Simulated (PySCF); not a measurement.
```yaml
atoms:
  - { symbol: C, position_ang: [2.6515, -0.2160, 0.0704] }
  - { symbol: S, position_ang: [1.4711, 1.0019, 0.7163] }
  - { symbol: C, position_ang: [-0.0265, 0.3943, -0.1225] }
  - { symbol: C, position_ang: [-1.3184, 1.1419, 0.2264] }
  - { symbol: C, position_ang: [-2.0096, -0.2091, 0.4686] }
  - { symbol: C, position_ang: [-0.6402, -0.9043, 0.4205] }
  - { symbol: H, position_ang: [3.6127, 0.0073, 0.5200] }
  - { symbol: H, position_ang: [2.3310, -1.2152, 0.3503] }
  - { symbol: H, position_ang: [2.7150, -0.1234, -1.0105] }
  - { symbol: H, position_ang: [0.1887, 0.3649, -1.1912] }
  - { symbol: H, position_ang: [-1.7316, 1.7677, -0.5613] }
  - { symbol: H, position_ang: [-1.2139, 1.7340, 1.1329] }
  - { symbol: H, position_ang: [-2.6605, -0.5028, -0.3521] }
  - { symbol: H, position_ang: [-2.5545, -0.3018, 1.4049] }
  - { symbol: H, position_ang: [-0.5601, -1.7759, -0.2269] }
  - { symbol: H, position_ang: [-0.2622, -1.1547, 1.4101] }
```

Geometry: GFN2-xTB.

Theory: PBE0/def2-SVPD, SCF density, gas phase (PySCF 2.14.0).

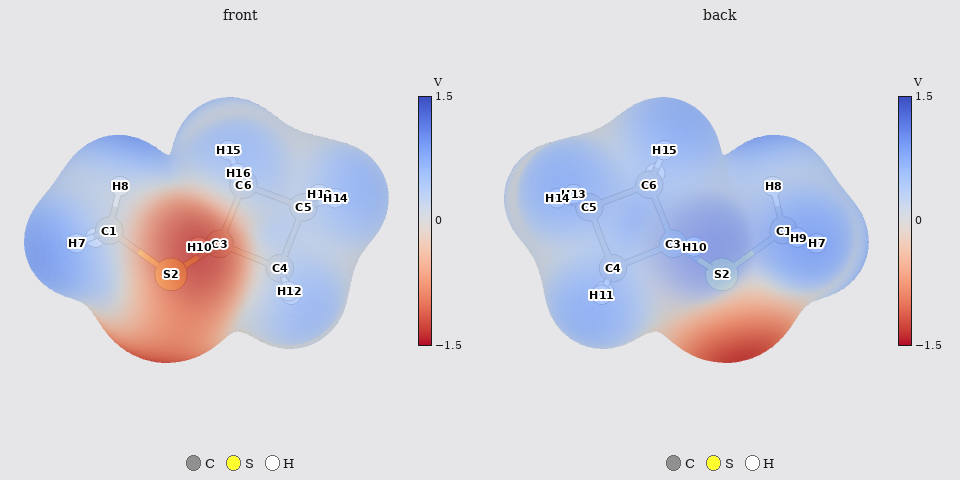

C5H10S. The molecular electrostatic potential painted on the density surface at 0.002 e/bohr³, seen from the front and from behind; the colour scale runs from red (negative) to blue (positive).

**Describe the electrostatic potential map.**

The most negative region (about −1.3 V) lies over S2, the most positive (about +0.8 V) over H7, H8, H9 and H10.
